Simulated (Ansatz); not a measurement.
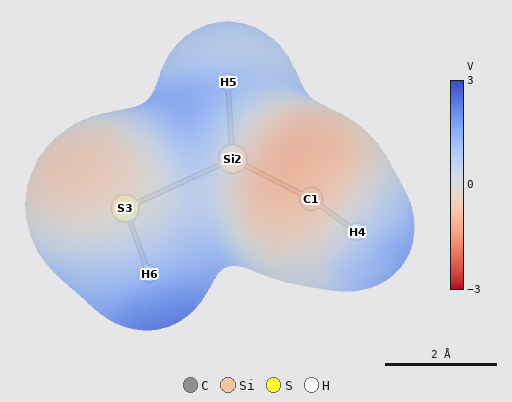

Figure 1: CH₃SSi (doublet). The molecular electrostatic potential painted on the density surface at 0.004 e/bohr³, seen at a tilt; red is negative and blue positive.

These are results of Ansatz, UKS PBE-D4/def2-SVP, not measurements.

```xyz
6

C    -1.0275   -0.5936   -0.8264
Si   -0.0725    0.6174   -0.1487
S     1.4981    0.3708    1.2945
H    -1.5480   -1.4799   -1.1919
H    -0.2160    2.0707   -0.4548
H     1.3658   -0.9854    1.3274
```

### Describe the electrostatic potential map.

The most negative region (about −1.0 V, or −23 kcal/mol for a unit charge) lies over C1, the most positive (about +2.1 V, or +48 kcal/mol for a unit charge) over H6.
